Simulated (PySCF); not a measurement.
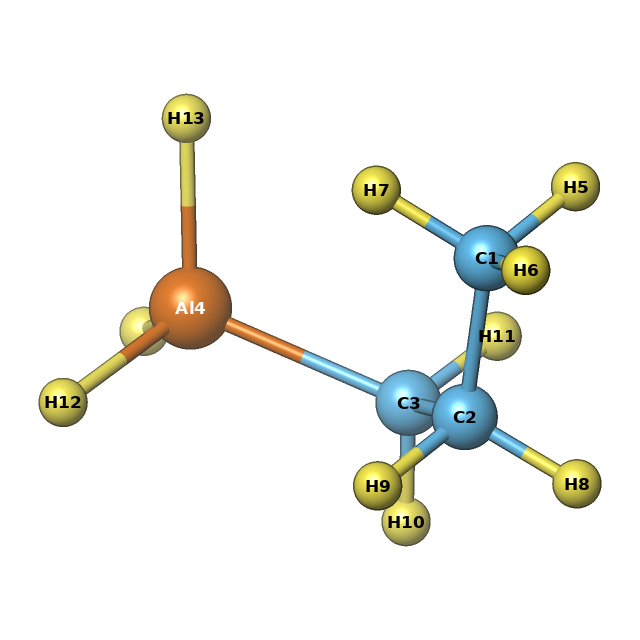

C3 lies behind C2. The molecule seen a little off the C2–C3 bond, C2 in front. Depth is shown by fading: the farther an atom, the more it takes the colour of the background. The species has charge −1 and is a spin singlet. The computed structure is the end point of a PBE0-D3(BJ)/def2-SVP optimisation. No frequency run is at hand to confirm it as a minimum.

**What is the torsion angle C1–C2–C3–Al4? The sign is positive where the front bond must turn clockwise to cover the back bond.**

−65°, synclinal (gauche). The bonds about C2–C3 are staggered.
